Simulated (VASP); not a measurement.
```yaml
crystal:
  lattice:
    - [1.24533, 0.71899, 3.21501]
    - [-1.24533, 0.71899, 3.21501]
    - [0.00000, -1.43798, 3.21501]
  atoms:
    - { symbol: B, position: [0.99975, 0.99975, 0.99975] }
    - { symbol: N, position: [0.33268, 0.33268, 0.33268] }
```

All values below come from LDA (Ceperley-Alder, Perdew-Zunger), VASP's LDA PAW potentials (set 64) (plane waves; VASP 6.6.1). Settings: 520 eV cut-off, 14×14×14 Γ-centred mesh, tetrahedra with Blöchl corrections, potentials B N.

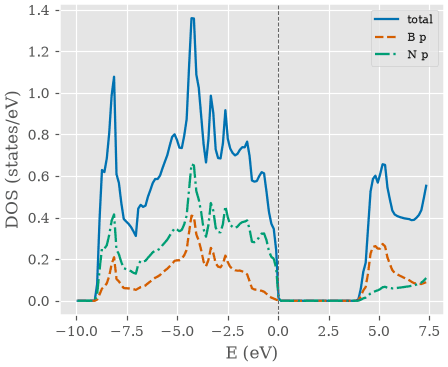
*Total and projected density of states, zero at the valence-band maximum*

Within 2 eV below the valence-band maximum the largest weight inside VASP's projection spheres is N p, then B p.

It has a band gap.

The structure comes from a computed database's BN entry (R3m); how it stands against other phases isn't given here. It was relaxed first, which changed the volume by -6 %.
